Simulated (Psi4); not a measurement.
# SiNH3 (SMILES [N][SiH3]) at UPBE/def2-TZVP (density fitting with cc-pvtz-jkfit, sweep point 4)

Aim: the vertical electron affinity of SiNH3 at UPBE/def2-TZVP (density fitting with cc-pvtz-jkfit, sweep point 4), from 2 runs. 

The results are computed with Psi4 1.11.

## Step 1: The molecule

SiNH3: 5 atoms, total charge 0, spin state triplet. As SMILES, `[N][SiH3]`. The shape is that of a GFN2-xTB optimisation.

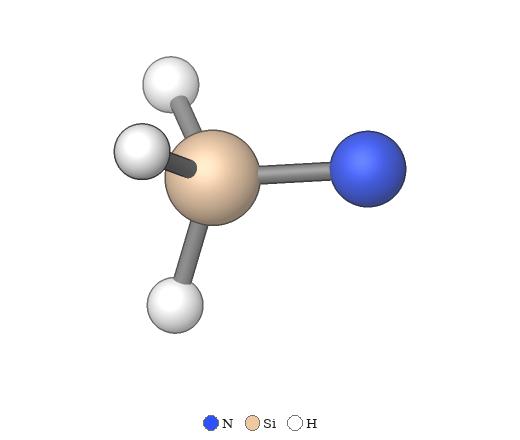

Viewed from a chosen angle; nitrogen blue, silicon light orange, hydrogen white.

## Step 2: A single-point energy at UPBE/def2-TZVP (density fitting with cc-pvtz-jkfit, sweep point 4)

Input file job.dat:

```
memory 1600 MB

molecule {
  0 3
  N     -2.90380985     0.63179214     0.90614257
  Si     0.01935080    -0.00442196    -0.00721875
  H      0.12273771    -0.59186222    -2.73139124
  H      1.04898697    -2.19771369     1.37422774
  H      1.71273438     2.16220573     0.45823969
  units au
  symmetry c1
}

set {
  reference            uks
  puream               true
  scf_type             df
  dft_radial_points    99
  dft_spherical_points 590
  df_basis_scf         cc-pvtz-jkfit
  maxiter              150
}

E, wfn = energy("pbe/def2-TZVP", return_wfn=True)
print_variables()
```

Command:

```
$ psi4 -i job.dat -o job.out -n 1
```

job.out:

```text
[...]
  Running in c1 symmetry.
[...]
  Nuclear repulsion =   51.355040895474829
[...]
  Multiplicity = 3
[...]
  Nalpha       = 13
  Nbeta        = 11
[...]
    Number of basis functions: 86
[...]
   @DF-UKS iter   1:  -345.54756959241723   -2.65447e-01   7.06489e-03 DIIS/ADIIS
[...]
   @DF-UKS iter   9:  -345.72189417883487   -2.95133e-08   2.66948e-07 DIIS
[...]
   @S^2 Observed:                2.005710188E+00
[...]
    Orbital Energies [Eh]
    ---------------------
    Alpha Occupied:
       1A    -65.404281     2A    -14.040645     3A     -5.058014
       4A     -3.467498     5A     -3.467271     6A     -3.467269
       7A     -0.759633     8A     -0.479290     9A     -0.355225
      10A     -0.355208    11A     -0.298814    12A     -0.275132
      13A     -0.275047
    Alpha Virtual:
      14A     -0.019069    15A      0.025946    16A      0.026126
      17A      0.038889    18A      0.130219    19A      0.130230
      20A      0.171256    21A      0.195005    22A      0.195245
      23A      0.212454    24A      0.257616    25A      0.257658
[...]
  @DF-UKS Final Energy:  -345.72189417883487
   => Energetics <=
    Nuclear Repulsion Energy =             51.3550408954748292
    One-Electron Energy =                -579.1306396900729396
    Two-Electron Energy =                 210.7220678251404706
    DFT Exchange-Correlation Energy =     -28.6683632093772545
    Empirical Dispersion Energy =           0.0000000000000000
    VV10 Nonlocal Energy =                  0.0000000000000000
    Total Energy =                       -345.7218941788348729
[...]
 Multipole Moments:
 ------------------------------------------------------------------------------------
     Multipole            Electronic (a.u.)      Nuclear  (a.u.)        Total (a.u.)
 ------------------------------------------------------------------------------------
 L = 1.  Multiply by 2.5417464519 to convert [e a0] to [Debye]
 Dipole X            :         -2.0619334            2.6745596            0.6126261
 Dipole Y            :          0.4481062           -0.5816206           -0.1335145
 Dipole Z            :          0.6404013           -0.8329727           -0.1925714
 Magnitude           :                                                    0.6559121
[...]
```

Wall time 16 s (1 thread of Intel Xeon Platinum 8259CL at 2.50GHz (Skylake/Cascade Lake), shared host); peak memory 0.85 GiB.

## Step 3: The doublet anion, same level

Input file h3nsi.dat:

```
memory 1600 MB

molecule m {
  -1 2
  N     -2.90380985     0.63179214     0.90614257
  Si     0.01935080    -0.00442196    -0.00721875
  H      0.12273771    -0.59186222    -2.73139124
  H      1.04898697    -2.19771369     1.37422774
  H      1.71273438     2.16220573     0.45823969
  units bohr
  symmetry c1
}

set {
  basis                def2-TZVP
  reference            uks
  puream               true
  scf_type             df
  dft_radial_points    99
  dft_spherical_points 590
  df_basis_scf         cc-pvtz-jkfit
  maxiter              150
}

e, wfn = energy("pbe", return_wfn=True)
```

Command:

```
$ psi4 -n 1 h3nsi.dat h3nsi.out
```

h3nsi.out:

```text
[...]
  Running in c1 symmetry.
[...]
  Nuclear repulsion =   51.355040895474829
[...]
  Multiplicity = 2
[...]
  Nalpha       = 13
  Nbeta        = 12
[...]
    Number of basis functions: 86
[...]
   @DF-UKS iter   1:  -345.29744730454343   -1.53248e-02   1.12472e-02 DIIS/ADIIS
[...]
   @DF-UKS iter  11:  -345.77574266779465   -9.24996e-09   4.49236e-07 DIIS
[...]
   @S^2 Observed:                7.530926548E-01
[...]
    Orbital Energies [Eh]
    ---------------------
    Alpha Occupied:
       1A    -65.156258     2A    -13.697826     3A     -4.806313
       4A     -3.217398     5A     -3.216060     6A     -3.214131
       7A     -0.428880     8A     -0.235005     9A     -0.114302
      10A     -0.102477    11A     -0.001425    12A      0.016165
      13A      0.060135
    Alpha Virtual:
      14A      0.189260    15A      0.230389    16A      0.236108
      17A      0.241569    18A      0.319181    19A      0.324930
      20A      0.381568    21A      0.424797    22A      0.427437
      23A      0.431147    24A      0.464840    25A      0.476713
[...]
  @DF-UKS Final Energy:  -345.77574266779465
   => Energetics <=
    Nuclear Repulsion Energy =             51.3550408954748292
    One-Electron Energy =                -585.5772575526229957
    Two-Electron Energy =                 217.3587565409976605
    DFT Exchange-Correlation Energy =     -28.9122825516441715
    Empirical Dispersion Energy =           0.0000000000000000
    VV10 Nonlocal Energy =                  0.0000000000000000
    Total Energy =                       -345.7757426677946455
[...]
 Multipole Moments:
 ------------------------------------------------------------------------------------
     Multipole            Electronic (a.u.)      Nuclear  (a.u.)        Total (a.u.)
 ------------------------------------------------------------------------------------
 L = 1.  Multiply by 2.5417464519 to convert [e a0] to [Debye]
 Dipole X            :         -1.7085822            2.6745596            0.9659774
 Dipole Y            :          0.3769645           -0.5816206           -0.2046561
 Dipole Z            :          0.5759877           -0.8329727           -0.2569850
 Magnitude           :                                                    1.0203125
[...]
```

It took 19 s on 1 thread of Intel Xeon Platinum 8259CL at 2.50GHz (Skylake/Cascade Lake), shared host; peak memory 0.85 GiB.

## Step 4: Results

Level: UPBE/def2-TZVP (density fitting with cc-pvtz-jkfit, sweep point 4).

| quantity | value |
| --- | --- |
| triplet SiNH3: total energy | -345.72189 Eh |
| triplet SiNH3: dipole moment | 1.67 D |
| triplet SiNH3: HOMO energy (highest over α and β) | -7.26 eV |
| triplet SiNH3: LUMO energy (lowest over α and β) | -4.92 eV |
| triplet SiNH3: ⟨S²⟩ | 2.006 |
| doublet anion: total energy | -345.77574 Eh |
| doublet anion: HOMO energy (highest over α and β) | 2.02 eV |
| doublet anion: LUMO energy (lowest over α and β) | 2.57 eV |
| doublet anion: ⟨S²⟩ | 0.753 |
| vertical electron affinity (to the doublet anion) | 1.465 eV |

What this shows: At fixed nuclei the extra electron is bound by 1.47 eV (141 kJ/mol). The basis has no diffuse functions, so the error can be as large as this value. The HOMO (doublet anion) lies at positive energy, 2.02 eV, as semi-local functionals often give for anions; only total energies tell whether the electron is bound.
